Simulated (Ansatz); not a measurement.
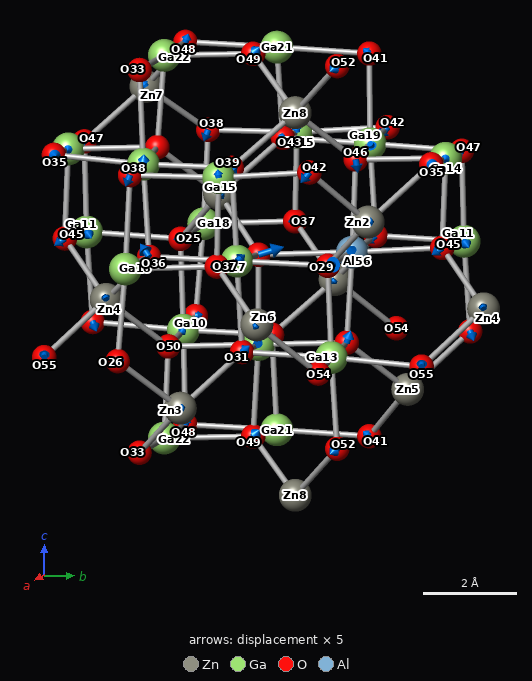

A relaxation of solid Zn8Ga15O32Al (a generated structure). The starting structure is drawn; blue arrows show the displacements, 5 times their true length.

A ball-and-stick model of the atoms within 5.8 Å of the atom that moves most (axes of the cell of the calculation), seen slightly off an axis.

Computed with DFT, PBEsol, PAW, plane waves in Ansatz. Set-up: plane-wave cutoff 420 eV; k-point mesh 1 × 1 × 1; mesh shifted by (0.25, 0.25, 0.25); no spin polarisation; cell relaxed at fixed shape; force threshold 0.03 eV/Å; at most 80 steps.

Which element moves most?

Answer. Oxygen: up to 0.12 Å, against 0.05 Å for gallium.

What did the optimiser do to the structure, and how much energy did it gain?

Answer. The largest move is that of an O atom, 0.12 Å along [−1 3 1]. By element the largest moves are O 0.12 Å, Ga 0.05 Å, Al 0.04 Å, Zn 0.04 Å. The cell stays as it was. Some distances before and after: Al–O 2.066 → 1.931 Å, Ga–O 2.079 → 1.993 Å, Al–O 2.013 → 1.931 Å, Ga–O 1.922 → 1.999 Å. Among the angles between lasting bonds that change: O–Ga–O 86.6° → 81.8°, Zn–O–Ga 124.3° → 119.7°, O–Ga–O 86.2° → 81.8°. The space group (tolerance 0.01 Å) goes from P1 (No. 1) to R-3m (No. 166). After 3 geometry steps the energy has fallen by 0.753 eV per cell of the calculation. Largest force component: 1.4 eV/Å at the start, 0.026 eV/Å at the end. The pressure goes from 0.30 to 0.01 GPa. Cost: 17 s on 1 × NVIDIA H100 80GB HBM3 with 2 threads of AMD EPYC 7R13 Processor, peak memory 1.2 GiB.
